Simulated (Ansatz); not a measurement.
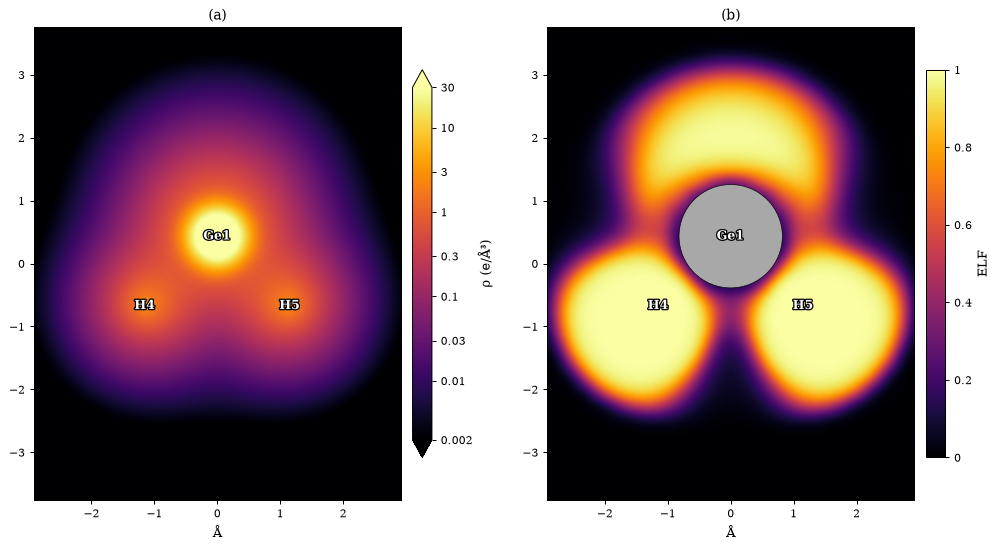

The picture shows: GeH2···HCl. (a) total electron density; (b) ELF on the plane of atoms H4, Ge1 and H5. Grey discs cover the atomic cores in the ELF map.

Not at a stationary point (largest force 1.2 eV/Å).

Computed with RKS B3LYP-D4/def2-SVP (Ansatz 0.2.0).

```xyz
5

Ge   -0.7929    0.0000    0.1944
H     1.4499    0.0000    1.7876
Cl    2.5249    0.0000    0.9933
H    -0.7755    1.1520   -0.9106
H    -0.7755   -1.1520   -0.9106
```

**Describe what can be read from this map.**

Atoms in the plane: Ge and H.
Ge–H (1.60 Å): ρ at the midpoint is about 0.92 e/Å³; the ELF climbs to about 1 towards the hydrogen.
